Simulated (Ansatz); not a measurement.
# Mg3SiO (built on the sites of a database entry of Ca3SnO): following an unstable mode

Aim: this structure of Mg3SiO (built on the sites of a database entry of Ca3SnO) is to be tested for unstable modes, and one is followed downhill.

Program: Ansatz 0.2.0. Level of theory: DFT PBE, scalar-relativistic, plane waves, norm-conserving pseudopotentials. Results are calculated unless marked as measured.

The structure was built from a prototype and need not be the compound's stable phase.

## 1. The structure

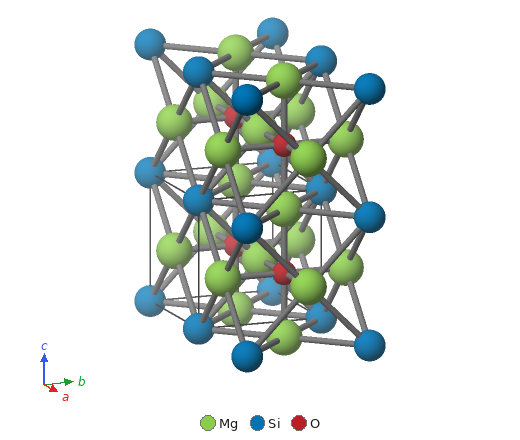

Start, viewed slightly off an axis; magnesium green, silicon blue, oxygen red. 2×1×2 cells are drawn. Some periodic images of atoms are drawn too.

## 2. Response at finite wavevector

The cell comes from relaxations at this level that are not shown. Stability and thermal properties need the whole zone. Linear response on a 4×4×4 q mesh gives force constants as far as a supercell of that size would.

Input file input.yaml:

```yaml
crystal:
  lattice:
    - [4.2216622333, 0.0, 0.0]
    - [0.0, 4.2216622333, 0.0]
    - [0.0, 0.0, 4.2216622333]
  atoms:
    - { symbol: Mg, position: [0.0, 0.5, 0.5] }
    - { symbol: Mg, position: [0.5, 0.0, 0.5] }
    - { symbol: Mg, position: [0.5, 0.5, 0.0] }
    - { symbol: Si, position: [0.0, 0.0, 0.0] }
    - { symbol: O, position: [0.5, 0.5, 0.5] }
kpoints:
  mp_grid: { grid: [8, 8, 8] }
hamiltonian:
  xc: pbe
  pseudopotentials: { kind: nc }
scf:
  occupations: { method: methfessel_paxton, width: 0.2 }
output:
  eigenvalues: true
phonons:
  method: dfpt
  qmesh: [4, 4, 4]
  temperatures: { t_max: 1000, t_step: 50 }
  qpath:
    path:
      - [[0.0, 0.0, 0.0], [0.0, 0.5, 0.0], [0.5, 0.5, 0.0], [0.0, 0.0, 0.0], [0.5, 0.5, 0.5], [0.0, 0.5, 0.0]]
      - [[0.5, 0.5, 0.5], [0.5, 0.5, 0.0]]
    npoints: 10
```

Launch:

```sh
ansatz run input.yaml --threads 8 --pin off --max-ram 14336MiB --backend cpu --events-out ev --progress --plain --runs-dir out
```

Numbers of over 12 decimals in the logs are rounded to 6 here.

The log of the run:

```text
Engine: ansatz 0.2.0, x86_64-unknown-linux-gnu
Pseudopotentials: kind: nc
Pseudopotential: Mg, nc, valence charge 10, recommended cutoff 1142.878222 eV (normal), Mg.nc.azcp
Pseudopotential: Si, nc, valence charge 4, recommended cutoff 489.804952 eV (normal), Si.nc.azcp
Pseudopotential: O, nc, valence charge 6, recommended cutoff 1240 eV (normal), O.nc.azcp
Functional definition: PBE
  parameter kappa = 0.804
  parameter beta = 0.066725
  exchange = pbe_x(kappa = kappa, mu = beta*pi^2/3)
  correlation = pbe_c(beta = beta)
Crystal: 5 atoms, lattice volume = 75.240 Å³
Basis set: ecut = 1240 eV, 7441 PW (Γ), exchange–correlation on 100×100×100 points (8 copies of the dense FFT grid, shifted against one another)
Bands: 25, of which v1, the nominal top of the filled ones, is band 20 counted from 1 (19 counted from 0)
Symmetry: 48 space group operations
k-points: 35 of 512
Non-local potential: Mg, projectors of the file, l = 0: 2, l = 1: 2
Non-local potential: Si, projectors of the file, l = 0: 2, l = 1: 2, l = 2: 2
Non-local potential: O, projectors of the file, l = 0: 2, l = 1: 2, l = 2: 1
Initial density: superposition of atomic densities (chi_scale 0.1, normalization cell, long waves kept (reshape's long-wave potential 0.01 eV rms))
Initial wavefunctions: pseudopotential atomic-orbital guess
Functional: x = pbe(κ = 0.804, μ = 0.219515), c = pbe(β = 0.066725)
SCF iter   1: F=—  HF=-5432.413663 eV  |F-HF|=—  |Δ(HF+E_count)|=         —  Δρ=9.41e-2  dr2=7.91e0  ethr=3.10e-3  ⟨swp⟩=6.2  Hψ=4126  notcnv=0
preconditioner: auto → Resta (q_TF=auto, 2.456 Å⁻¹)  ε∞=4.5  [insulator: Δε(μ)=0.411 eV  Ē_g=9.169 eV  σ=0.200 eV  W_gap=0.75  n_scr=18 (ndim 8)  ℏωp=17.1 eV  f_vac=0.000  D(μ)=0.13/eV (n_scr^D=0)  ε∞_Penn≈4.5]
SCF iter   2: F=—  HF=-5430.884192 eV  |F-HF|=—  |Δ(HF+E_count)|=    1.53e0  S|Δr|=    0.00e0  Δρ=4.09e-2  dr2=9.88e-1  ethr=3.10e-3  ⟨swp⟩=3.7  Hψ=1744  notcnv=0  defer=31
preconditioner: auto → Kerker (q_TF=auto, 2.456 Å⁻¹)  [metal: Δε(μ)=0.078 eV  Ē_g=8.235 eV  σ=0.200 eV  W_gap=0.32  n_scr=18 (ndim 8)  ℏωp=16.0 eV  f_vac=0.000  D(μ)=0.31/eV (n_scr^D=0)]
SCF iter   3: F=—  HF=-5430.708336 eV  |F-HF|=—  |Δ(HF+E_count)|=   1.76e-1  S|Δr|=    0.00e0  Δρ=1.67e-2  dr2=3.48e-1  ethr=2.47e-3  ⟨swp⟩=2.2  Hψ=1453  notcnv=0  defer=25
SCF iter   4: F=—  HF=-5430.646323 eV  |F-HF|=—  |Δ(HF+E_count)|=   6.20e-2  S|Δr|=    0.00e0  Δρ=7.11e-3  dr2=6.88e-2  ethr=8.69e-4  ⟨swp⟩=2.0  Hψ=955  notcnv=0  defer=25
SCF iter   5: F=—  HF=-5430.629577 eV  |F-HF|=—  |Δ(HF+E_count)|=   1.67e-2  S|Δr|=    0.00e0  Δρ=1.61e-3  dr2=4.59e-3  ethr=1.72e-4  ⟨swp⟩=1.5  Hψ=1166  notcnv=0  defer=23
SCF iter   6: F=—  HF=-5430.628326 eV  |F-HF|=—  |Δ(HF+E_count)|=   1.25e-3  S|Δr|=    0.00e0  Δρ=2.33e-4  dr2=4.89e-5  ethr=1.15e-5  ⟨swp⟩=2.0  Hψ=1064  notcnv=0  defer=23
SCF iter   7: F=—  HF=-5430.628318 eV  |F-HF|=—  |Δ(HF+E_count)|=   8.55e-6  S|Δr|=    0.00e0  Δρ=8.16e-5  dr2=3.12e-6  ethr=1.22e-7  ⟨swp⟩=2.9  Hψ=1530  notcnv=0  defer=23
SCF iter   8: F=—  HF=-5430.627794 eV  |F-HF|=—  |Δ(HF+E_count)|=   5.24e-4  S|Δr|=    0.00e0  Δρ=1.65e-5  dr2=1.46e-7  ethr=7.79e-9  ⟨swp⟩=2.0  Hψ=1126  notcnv=0  defer=23
SCF iter   9: F=—  HF=-5430.627794 eV  |F-HF|=—  |Δ(HF+E_count)|=   1.71e-8  S|Δr|=    0.00e0  Δρ=2.84e-6  dr2=5.66e-9  ethr=3.64e-10  ⟨swp⟩=2.9  Hψ=1686  notcnv=0  defer=23
SCF iter  10: F=—  HF=-5430.627794 eV  |F-HF|=—  |Δ(HF+E_count)|=  5.03e-10  S|Δr|=    0.00e0  Δρ=3.61e-7  dr2=4.40e-11  ethr=1.42e-11  ⟨swp⟩=2.0  Hψ=1028  notcnv=0  defer=23
SCF iter  11: F=-5430.627794 eV  HF=-5430.627794 eV  |F-HF|=3.64e-12  |Δ(HF+E_count)|=  2.64e-11  S|Δr|=    0.00e0  Δρ=8.83e-8  dr2=2.10e-12  ethr=1.00e-12  ⟨swp⟩=11.5  Hψ=5211  notcnv=0
SCF 1 converged in 11 iterations: F = -5430.627794 eV  dr2 = 2.10e-12
Initial density: read from a saved state, or passed on in memory by an earlier SCF of this step, an earlier step, the calling program or the single point that the run made first
iter 1 solved again at ethr=1.84e-7 eV; its pass at ethr=3.10e-3 eV (dr2=7.38e-5 eV) is discarded
SCF iter   1: F=—  HF=-5430.628328 eV  |F-HF|=—  |Δ(HF+E_count)|=         —  Δρ=3.27e-7  dr2=3.06e-11  ethr=1.84e-7  ⟨swp⟩=3.9  Hψ=6988  notcnv=0
eigensolver tolerance schedule: the retry pair's looser diagonalisation over-reported the residual by 2408701.44 of it (diagonalisation noise at an unbounded share of the residual, at the tolerance the schedule requests for it); recorded, not acted on — ethr = c·dr2/N_el stays at c = 1.0e-1
preconditioner: auto → Kerker (q_TF=auto, 2.456 Å⁻¹)  [metal: Δε(μ)=0.126 eV  Ē_g=8.124 eV  σ=0.200 eV  W_gap=0.43  n_scr=18 (ndim 8)  ℏωp=16.0 eV  f_vac=0.000  D(μ)=0.38/eV (n_scr^D=0)]
SCF iter   2: F=—  HF=-5430.627794 eV  |F-HF|=—  |Δ(HF+E_count)|=   5.34e-4  S|Δr|=    0.00e0  Δρ=1.79e-7  dr2=6.48e-12  ethr=1.00e-12  ⟨swp⟩=4.6  Hψ=4740  notcnv=0
SCF iter   3: F=-5430.627794 eV  HF=-5430.627794 eV  |F-HF|=2.73e-12  |Δ(HF+E_count)|=  2.73e-12  S|Δr|=    0.00e0  Δρ=1.06e-7  dr2=2.17e-12  ethr=1.00e-12  ⟨swp⟩=1.0  Hψ=1891  notcnv=0
SCF 2 converged in 3 iterations: F = -5430.627794 eV  dr2 = 2.17e-12
phonons: the bands overlap, so this run is a metal and interpolates without the dipole-dipole term. If the crystal is really an insulator or semiconductor, its LO-TO splitting is missing
NSCF: frozen V_eff on 35 k-points
NSCF: frozen V_eff on 125 k-points
DFPT response loops at q = (0, 0, 0) (fractional): preconditioner auto → Kerker (q_TF=auto, 2.456 Å⁻¹) (partly filled bands, converged f_vac=0.000); β = 1.00, the filter's whole step (`scf.mixing.beta` (0.50) is not read by the response loops under this deck's `scf.mixing.preconditioner`; to damp them name `kerker` or `kerker_dos`, under which they read `scf.mixing.beta`, and type it under 1.00, their step now; both keys bind the ground state too); Broyden in place of MSR1
NSCF: frozen V_eff on 400 k-points
DFPT response loops at q = (0, 0, 0.25) (fractional): mixed as the last ones told, above
NSCF: frozen V_eff on 250 k-points
DFPT response loops at q = (0, 0, -0.5) (fractional): mixed as the last ones told, above
NSCF: frozen V_eff on 640 k-points
DFPT response loops at q = (0, 0.25, 0.25) (fractional): mixed as the last ones told, above
NSCF: frozen V_eff on 400 k-points
DFPT response loops at q = (0, 0.25, -0.5) (fractional): mixed as the last ones told, above
NSCF: frozen V_eff on 250 k-points
DFPT response loops at q = (0, -0.5, -0.5) (fractional): mixed as the last ones told, above
NSCF: frozen V_eff on 1024 k-points
DFPT response loops at q = (0.25, 0.25, 0.25) (fractional): mixed as the last ones told, above
NSCF: frozen V_eff on 640 k-points
DFPT response loops at q = (0.25, 0.25, -0.5) (fractional): mixed as the last ones told, above
NSCF: frozen V_eff on 400 k-points
DFPT response loops at q = (0.25, -0.5, -0.5) (fractional): mixed as the last ones told, above
NSCF: frozen V_eff on 250 k-points
DFPT response loops at q = (-0.5, -0.5, -0.5) (fractional): mixed as the last ones told, above
SCF converged after 11 iterations
Stability not checked: this state was not tested for a lower state beside it, because cold or Methfessel-Paxton smearing, or corrected tetrahedra, fill the levels in a way that the test cannot read (fill_not_monotonic; see scf.lower_state_search)
Free energy (F): -5430.627794 eV
Harris-Foulkes:  -5430.627794 eV  (|F-HF|=3.64e-12)
Internal energy: -5430.628513 eV  (E = F + TS)
E sigma→0 (E₀):  -5430.627974 eV
Entropy (-TS):   0.000719 eV (0.144 meV/atom)
Fermi energy:    8.552317 eV
--- Per-component energies (eV) ---
  E_band       = -1003.595665
  E_kinetic    = 3135.552808
  E_local      = -5445.043450  (includes V_loc(G=0)·N_el)
  E_nonlocal   = -1601.487401
  E_hartree    = 1963.388237
  E_xc         = -820.706852
  E_vxc        = -1019.394118  (∫ρ·V_xc dr)
  E_ewald      = -2662.331855
  E_smearing   = 0.000719  (= −TS)
  E_closure    = 0.000000  (closes the sum)
  Σ components = -5430.627794   (vs F -5430.627794, Δ=0.00e0)
--- Band table (eV; the first three rows and the last of 35) ---
  k-point 0: bands = [... 16 lower, 2.3703, 8.0611, 8.0611, 8.0611, 9.1406, 9.1406, 10.1959, 14.2590, ... 1 higher]
  k-point 1: bands = [... 16 lower, 2.3907, 6.9780, 8.0365, 8.0365, 9.2523, 9.7728, 11.0640, 13.7415, ... 1 higher]
  k-point 2: bands = [... 16 lower, 2.4688, 5.6194, 7.9704, 7.9704, 9.5681, 10.4112, 12.9645, 13.0358, ... 1 higher]
  k-point 34: bands = [... 16 lower, 2.0872, 5.1209, 5.1209, 5.1209, 10.2159, 10.2159, 10.2159, 13.0193, ... 1 higher]
--- Phonons (Γ-DFPT): 4 representative perturbations + reference (Σ response iterations 11) ---
  ASR residual: 1.650e-2 → 0.000e0 eV/Å²; symmetrization residual: 1.163e-5 eV/Å²
  ASR residual per site (eV/Å²): 1.65e-2 1.65e-2 1.65e-2 7.52e-5 1.47e-4
  Γ frequencies (cm⁻¹): 0.00 0.00 0.00 162.01 162.01 162.01 189.75 189.75 189.75 297.48 297.48 297.48 421.78 421.78 421.78
--- Phonons (arbitrary-q DFPT): 10 irreducible q on the 4×4×4 mesh ---
  q = [0.0000, 0.0000, 0.0000] (star 1, of the zone-centre solve; hermiticity 2.39e-6, symmetrization 1.58e-14): -0.00 0.00 0.00 162.01 162.01 162.01 189.75 189.75 189.75 297.48 297.48 297.48 421.78 421.78 421.78
  q = [0.0000, 0.0000, 0.2500] (star 6, 9 solved perturbations in 1560 linear systems a pass and spin channel, the states on 200 of 512 k-point pairs; hermiticity 6.08e-7, symmetrization 2.13e-13, the responses' own estimated error 7.7e-5 eV/Å²): 86.87 86.87 140.16 167.80 168.37 168.37 186.71 186.71 261.73 300.32 300.32 336.06 420.76 420.76 445.29
  q = [0.0000, 0.0000, -0.5000] (star 3, 9 solved perturbations in 975 linear systems a pass and spin channel, the states on 125 of 512 k-point pairs; hermiticity 5.31e-7, symmetrization 9.48e-13, the responses' own estimated error 7.3e-5 eV/Å²): 126.26 126.26 171.25 171.25 174.42 181.65 181.65 229.85 244.18 307.61 307.61 358.37 420.58 420.58 457.33
  q = [0.0000, 0.2500, 0.2500] (star 12, 9 solved perturbations in 2460 linear systems a pass and spin channel, the states on 320 of 512 k-point pairs; hermiticity 4.84e-7, symmetrization 1.70e-13, the responses' own estimated error 8.2e-5 eV/Å²): 89.51 112.64 141.42 165.62 176.16 178.14 193.15 218.41 260.24 286.34 293.80 368.51 394.91 417.16 446.05
  q = [0.0000, 0.2500, -0.5000] (star 12, 15 solved perturbations on 200 of 512 k-point pairs; hermiticity 5.47e-7, symmetrization 2.41e-13, the responses' own estimated error 8.0e-5 eV/Å²): 81.81 147.14 148.78 158.02 180.95 181.27 194.89 224.89 275.58 279.34 289.95 373.88 412.28 414.53 423.07
  q = [0.0000, -0.5000, -0.5000] (star 3, 9 solved perturbations in 975 linear systems a pass and spin channel, the states on 125 of 512 k-point pairs; hermiticity 6.34e-7, symmetrization 6.01e-13, the responses' own estimated error 8.5e-5 eV/Å²): -58.90 70.12 171.32 171.32 191.00 191.00 194.87 194.87 219.12 273.85 332.34 368.60 368.60 409.74 441.26
  q = [0.2500, 0.2500, 0.2500] (star 8, 4 solved perturbations in 1376 linear systems a pass and spin channel, the states on 512 of 512 k-point pairs; hermiticity 4.28e-7, symmetrization 3.09e-13, the responses' own estimated error 8.1e-5 eV/Å²): 94.25 94.25 108.94 195.33 195.33 211.09 216.37 216.37 234.74 290.20 290.20 360.03 396.13 396.13 450.08
  q = [0.2500, 0.2500, -0.5000] (star 12, 9 solved perturbations in 2460 linear systems a pass and spin channel, the states on 320 of 512 k-point pairs; hermiticity 4.82e-7, symmetrization 4.80e-13, the responses' own estimated error 8.2e-5 eV/Å²): 77.06 92.81 103.27 176.36 189.98 209.29 225.60 235.86 271.53 279.78 285.91 346.87 383.52 399.49 455.20
  q = [0.2500, -0.5000, -0.5000] (star 6, 9 solved perturbations in 1560 linear systems a pass and spin channel, the states on 200 of 512 k-point pairs; hermiticity 6.30e-7, symmetrization 4.37e-13, the responses' own estimated error 8.6e-5 eV/Å²): -54.46 87.94 87.94 186.00 205.98 205.98 238.35 238.35 261.91 274.32 282.66 365.89 372.76 372.76 470.62
  q = [-0.5000, -0.5000, -0.5000] (star 1, 4 solved perturbations in 350 linear systems a pass and spin channel, the states on 125 of 512 k-point pairs; hermiticity 7.62e-7, symmetrization 5.10e-13, the responses' own estimated error 7.5e-5 eV/Å²): -52.41 -52.41 -52.41 219.65 219.65 219.65 254.76 254.76 254.76 274.85 274.85 380.30 380.30 380.30 460.50
  sum rule: each row above includes the acoustic sum rule's correction from the zone centre's row sums; it moved no ω² by more than (13.59 cm⁻¹)²
  mesh force constants: q→R imaginary residual 1.05e-18; ASR residual 1.650e-2 → 0.000e0 eV/Å²; symmetrization residual 5.329e-15 eV/Å²
  interpolated dispersion: 62 rows × 15 modes
  density of states and harmonic sums: on the 16×16×16 q-mesh, interpolated from the force constants of a 4×4×4 supercell (no non-analytic term)
  largest difference from the sums on the solved wave vectors: F 2.41e-2 eV, S 2.83e-5 and C_V 5.60e-6 eV/K
  zero-point energy: 0.230667 eV/cell   skipped modes (ω ≤ 0): 49, of them read as no rigid motion or as one in doubt: 46 (1.846e-1 modes/cell left out, lowest -58.90 cm⁻¹)   left out of the sums: 1.24e-2 of the cell's modes: C_V's classical limit lies that fraction below 3 k_B per atom; for a crystal, a wire or a layer, F and S can be off by more, and a phonons.interpolated_qmesh denser along its periods is the remedy for the sampling
```

The job ended after 12 min (8 threads of AMD EPYC 9R14 (Zen 4), shared host; peak memory 7.5 GiB).

This step gave:

| Property | Result |
| --- | --- |
| volume per atom | 15.05 Å³ |
| gap on the k-mesh | 0 eV |
| sum-rule residual before enforcement | 0.01650 eV/Å² |
| lowest frequency on the path | -58.90 cm⁻¹ |
| point group | m-3m |
| highest frequency on the path or at a solved wavevector | 471 cm⁻¹ |
| highest optical mode at the zone centre (no LO-TO term) | 421.8 cm⁻¹ |
| lowest optical zone-centre mode | 162.0 cm⁻¹ |
| lowest mode on the q mesh (acoustic modes at Γ apart) | -58.9 cm⁻¹ |

Frequencies (cm⁻¹) solved at each irreducible wavevector; negative means imaginary. Frequencies by wavevector, by row:

| q in reciprocal lattice units | star | mode 1 | mode 2 | mode 3 | mode 4 | mode 13 | mode 14 | mode 15 |
| --- | --- | --- | --- | --- | --- | --- | --- | --- |
| 0 0 0 | 1 | 0 | 0 | 0 | 162 | 421.8 | 421.8 | 421.8 |
| 0 0 0.25 | 6 | 86.9 | 86.9 | 140.2 | 167.8 | 420.8 | 420.8 | 445.3 |
| 0 0 -0.5 | 3 | 126.3 | 126.3 | 171.2 | 171.2 | 420.6 | 420.6 | 457.3 |
| 0 0.25 0.25 | 12 | 89.5 | 112.6 | 141.4 | 165.6 | 394.9 | 417.2 | 446.1 |
| 0 0.25 -0.5 | 12 | 81.8 | 147.1 | 148.8 | 158 | 412.3 | 414.5 | 423.1 |
| 0 -0.5 -0.5 | 3 | -58.9 | 70.1 | 171.3 | 171.3 | 368.6 | 409.7 | 441.3 |
| 0.25 0.25 0.25 | 8 | 94.2 | 94.2 | 108.9 | 195.3 | 396.1 | 396.1 | 450.1 |
| 0.25 0.25 -0.5 | 12 | 77.1 | 92.8 | 103.3 | 176.4 | 383.5 | 399.5 | 455.2 |
| 0.25 -0.5 -0.5 | 6 | -54.5 | 87.9 | 87.9 | 186 | 372.8 | 372.8 | 470.6 |
| -0.5 -0.5 -0.5 | 1 | -52.4 | -52.4 | -52.4 | 219.7 | 380.3 | 380.3 | 460.5 |

Interpolated from a 4×4×4 q mesh. Phonon branches along the path, in cm⁻¹:

| point | branch 1 | branch 2 | branch 3 | branch 4 | branch 12 | branch 13 | branch 14 | branch 15 |
| --- | --- | --- | --- | --- | --- | --- | --- | --- |
| Γ | 0 | 0 | 0 | 162 | 298 | 422 | 422 | 422 |
| X | 126 | 126 | 171 | 171 | 358 | 421 | 421 | 457 |
| M | -59 | 70 | 171 | 171 | 369 | 369 | 410 | 441 |
| Γ | 0 | 0 | 0 | 162 | 298 | 422 | 422 | 422 |
| R | -52 | -52 | -52 | 220 | 380 | 380 | 380 | 460 |
| X | 126 | 126 | 171 | 171 | 358 | 421 | 421 | 457 |
| jump to R | -52 | -52 | -52 | 220 | 380 | 380 | 380 | 460 |
| M | -59 | 70 | 171 | 171 | 369 | 369 | 410 | 441 |

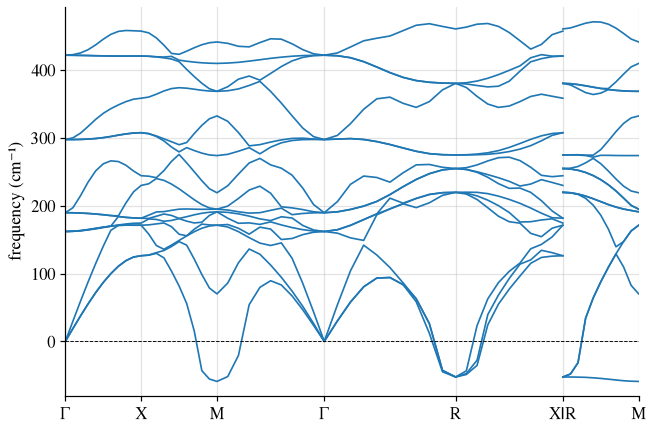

Phonon branches along the path.

Symmetry leaves 10 wavevectors to solve. The lowest mode among them, the acoustic zeros apart, lies at q = (0, -0.5, -0.5) and is imaginary, 58.9i cm⁻¹, so the energy falls along it.

## 3. The mode frozen in, largest atomic shift 0 Å

The mode followed lies at q = (0, -0.5, -0.5) with frequency 58.9i cm⁻¹, the softest among the wavevectors solved. At small amplitude the distorted cell has space group no. 127 by a symmetry search on the positions. The undistorted cell that holds it gives the zero of energy on the same k mesh.

System of this step: Mg3SiO (built on the sites of a database entry of Ca3SnO). Symmetry: Pm-3m, No. 221, cubic system. The conventional cell has a = 4.222 Å, b = 4.222 Å, c = 4.222 Å, α = 90.00°, β = 90.00°, γ = 90.00°. Nearest to Mg lie 2 O at 2.11 Å and 4 Si at 2.99 Å and 8 Mg at 2.99 Å. Nearest to Mg lie 2 O at 2.11 Å and 8 Mg at 2.99 Å and 4 Si at 2.99 Å. Nearest to Si lie 12 Mg at 2.99 Å. Nearest to O lie 6 Mg at 2.11 Å. Farther neighbours and most contacts between anions are not listed.

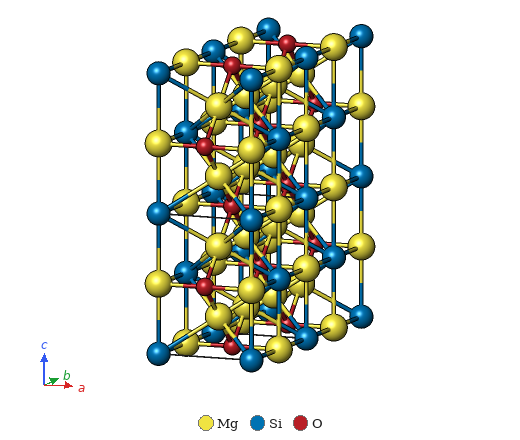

The cell of this step (magnesium yellow, silicon blue, oxygen red). 1×2×2 cells are drawn. Some periodic images of atoms are drawn too.

Input file input.yaml:

```yaml
crystal:
  lattice:
    - [-4.2216622333, 0.0, 0.0]
    - [0.0, -4.2216622333, -4.2216622333]
    - [0.0, -4.2216622333, 4.2216622333]
  atoms:
    - { symbol: Mg, position: [1.0, 0.0, 0.5] }
    - { symbol: Mg, position: [1.0, 0.5, 0.0] }
    - { symbol: Mg, position: [0.5, 0.25, 0.75] }
    - { symbol: Mg, position: [0.5, 0.75, 0.25] }
    - { symbol: Mg, position: [0.5, 0.75, 0.75] }
    - { symbol: Mg, position: [0.5, 0.25, 0.25] }
    - { symbol: Si, position: [0.0, 0.5, 0.5] }
    - { symbol: Si, position: [0.0, 1.0, 0.0] }
    - { symbol: O, position: [0.5, 0.0, 0.5] }
    - { symbol: O, position: [0.5, 0.5, 0.0] }
kpoints:
  mp_grid: { grid: [8, 6, 6] }
hamiltonian:
  xc: pbe
  pseudopotentials: { kind: nc }
scf:
  occupations: { method: methfessel_paxton, width: 0.2 }
output:
  forces: true
  stress: true
  eigenvalues: true
```

The log of the run:

```text
[...]
Crystal: 10 atoms, lattice volume = 150.481 Å³
Basis set: ecut = 1240 eV, 14893 PW (Γ), exchange–correlation on 100×144×144 points (8 copies of the dense FFT grid, shifted against one another)
Bands: 50, of which v1, the nominal top of the filled ones, is band 40 counted from 1 (39 counted from 0)
Symmetry: 32 space group operations
[...]
k-points: 50 of 288
[...]
k-point 0: bands = [... 36 lower, 8.0584, 8.0594, 8.0594, 8.1075, 8.7377, 9.1394, 9.1410, 10.1939, ... 6 higher]
  k-point 1: bands = [... 36 lower, 7.3683, 7.5310, 8.0398, 8.5708, 8.6142, 9.4022, 9.9276, 10.8104, ... 6 higher]
  k-point 2: bands = [... 36 lower, 6.3106, 6.8999, 8.0222, 8.2808, 9.6592, 9.8367, 10.8222, 11.3093, ... 6 higher]
  k-point 49: bands = [... 36 lower, 5.9216, 5.9216, 8.1068, 8.1068, 8.7392, 8.7392, 10.9246, 10.9246, ... 6 higher]
[key lines of the parts left out:]
SCF converged after 9 iterations
Free energy (F): -10861.261144 eV
Fermi energy:    8.488999 eV
P = ⅓ Tr σ = 0.0170 GPa (0.170 kbar)
```

Wall time 5.8 s (8 threads); peak memory 2.2 GiB.

This step gave:

- pressure: 0.01698 GPa
- energy from the undistorted cell: 0 meV/atom

The run ends at a pressure of 0.02 GPa.

[end of part 1 of 2]

[Logs are printed without paths, hosts, clocks, repeated set-up lines and the standing remarks that a program may print on its own settings, such as how far it seeks lower states.]

[Hosts, paths, dates, database ids (printed as entryN), source tags and the programs' standing remarks are cut or masked in the printed files.]
